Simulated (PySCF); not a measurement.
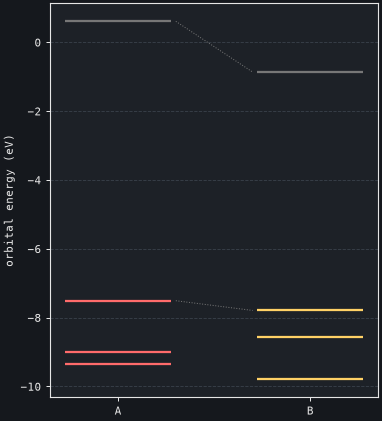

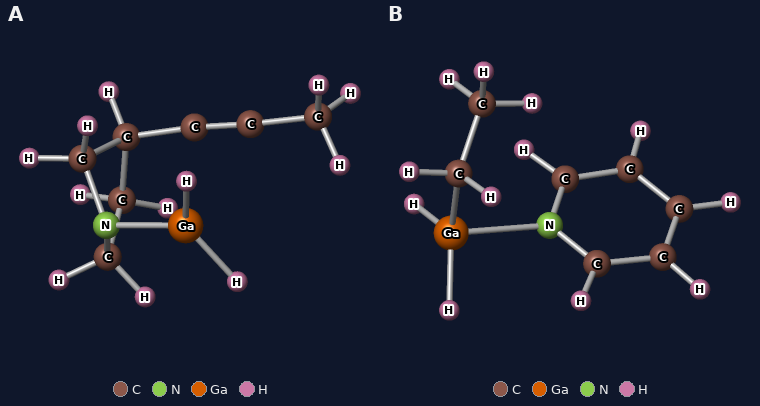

Related molecules: A is C₇H₁₂GaN, SMILES CC#C[C@H]1CC[N]([GaH2])C1, singlet; B is C₇H₁₂GaN, SMILES C[CH2][GaH2-][n+]1ccccc1, singlet. Frontier orbital energies, CAM-B3LYP/def2-SVPD, PySCF 2.14.0, at a PBE0-D3(BJ)/def2-SVP geometry (no frequency check); drawn are at most three filled levels and, in grey, the LUMO with any level within 0.03 eV of it; dotted lines join the HOMOs and the LUMOs.

**What does the change do to the frontier levels?**

From A to B the HOMO falls by 0.28 eV and the LUMO falls by 1.47 eV, so the separation goes from 8.12 to 6.93 eV.

**Does the ΔSCF ionisation energy follow the HOMO?**

A: −ε(HOMO) 7.51, ΔSCF 7.93 eV; B: −ε(HOMO) 7.79, ΔSCF 8.45 eV.

Limits of at least one run: empty levels above zero depend strongly on the basis; one conformer of a flexible molecule.
